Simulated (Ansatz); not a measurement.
Process, species as SMILES: [H]/[C]=C\Cl → 2 C atom + Cl atom + 2 H atom
B3LYP-D3(BJ)/def2-TZVP geometries, fixed; electronic energies without zero-point terms.

Basis-set convergence of the atomisation energy at CCSD(T) with Ansatz (an electronic-structure program). Cartesian d functions, on some or all atoms, in 6-311G**, 6-311+G**; all else is spherical. Cores are frozen. An unrestricted Hartree-Fock determinant is markedly spin-contaminated. Open shells are unrestricted. No added dispersion term, no relativity. Functions are those of the species that has most. Reference: Hartree-Fock in cc-pV(Q+d)Z plus the correlation part extrapolated as X^-3 from cc-pV(T+d)Z and cc-pV(Q+d)Z, 422.31 kcal/mol, itself unsure by roughly 1.90 kcal/mol (a third of the extrapolation step and of the last Hartree-Fock step). Deviations are taken from unrounded values.

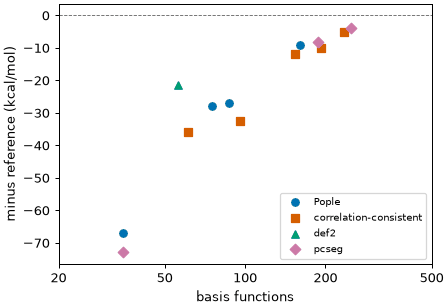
Fig. 1. Deviation from the reference against the number of basis functions, by family of sets.

| basis | functions | atomisation energy (kcal/mol) | minus reference (kcal/mol) |
|---|---|---|---|
| 3-21G | 35 | 355.36 | -66.95 |
| pcseg-0 | 35 | 349.47 | -72.84 |
| def2-SVP | 56 | 400.83 | -21.48 |
| cc-pV(D+d)Z | 61 | 386.43 | -35.87 |
| 6-311G** | 75 | 394.55 | -27.76 |
| 6-311+G** | 87 | 395.35 | -26.96 |
| aug-cc-pV(D+d)Z | 96 | 389.72 | -32.59 |
| jun-cc-pV(T+d)Z | 154 | 410.52 | -11.79 |
| 6-311++G(3df,3pd) | 161 | 413.31 | -9.00 |
| aug-pcseg-2 | 188 | 414.20 | -8.11 |
| aug-cc-pV(T+d)Z | 193 | 412.44 | -9.87 |
| cc-pV(Q+d)Z | 234 | 417.33 | -4.98 |
| pcseg-3 | 250 | 418.51 | -3.80 |
